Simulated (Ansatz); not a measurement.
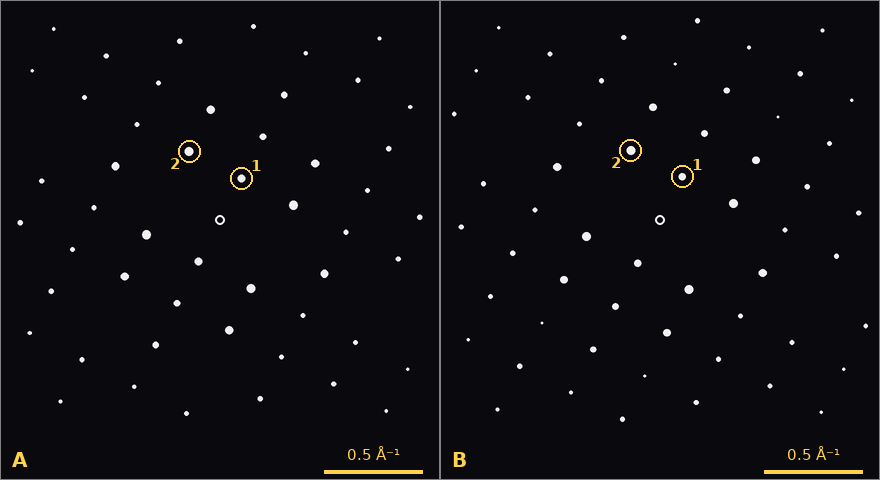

Kinematic electron diffraction patterns (120 kV, B = 0.5 Å², same scale) along [010] of the run's own cell, for the start and the end of one relaxation of LiP2 with Ansatz 0.2.0, DFT PBE, scalar-relativistic, plane waves, PAW. k mesh 12×6×10. The start is a generated model structure, and the relaxation ends in the nearest stationary point of its symmetry, not necessarily the ground state. Spot 1 is 0 0 -1 and spot 2 is -1 0 -1 in both.

Start structure:

```
CELL_PARAMETERS angstrom
3.36754 0.00000 0.00000
0.00000 7.79576 0.00000
0.00000 0.00000 4.01292
ATOMIC_POSITIONS crystal
Li 0.50000 0.50000 0.84043
Li 0.00000 0.00000 0.15957
P 0.00000 0.76797 0.67313
P 0.00000 0.23203 0.67313
P 0.50000 0.73203 0.32687
P 0.50000 0.26797 0.32687
```

Question: Which pattern belongs to the start structure, and which to the relaxed one?

Answer: B is the start: its cell gives d(1) = 4.013 Å, d(2) = 2.580 Å and an angle of 50.0°. A is the relaxed structure, with d(1) = 4.157 Å (+3.6 %), d(2) = 2.592 Å (+0.5 %) and 51.4°.

Question: Summarise the relaxation behind the change.

Answer: The volume changed by +0.0 % to 17.57 Å³ an atom; with the mean shift removed, the atoms moved by up to 0.09 Å relative to the cell (P most); the space group stayed Pmmn (No. 59); the free energy fell by 4.2 meV an atom. Relaxed cell: a = 3.315 Å, b = 7.647 Å, c = 4.157 Å, α = 90.00°, β = 90.00°, γ = 90.00°.
